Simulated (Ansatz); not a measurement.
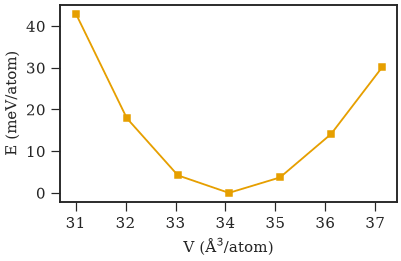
Figure. ZnHg4Te5 in space group R3m (No. 160; Pearson symbol hR10) under volume change, DFT-r²SCAN in the program Ansatz with PAW potentials, shape and atoms relaxed at each volume.

Question: What does a third-order Birch–Murnaghan fit give for V₀, B₀ and B′?

Answer: V₀ = 34.07 Å³/atom, B₀ = 41.4 GPa, B′ = 4.9.

The workflow started from a Materials Project entry (that database holds measured and hypothetical structures alike); the Crystallography Open Database copy checked does not list it. Its standing as an ambient phase is unchecked. The cell was relaxed with r²SCAN under the symmetry of its start; its stability against distortions is not shown here. Spin–orbit coupling is left out wherever it is not named.

Potentials: the later of the program's two PAW sets.
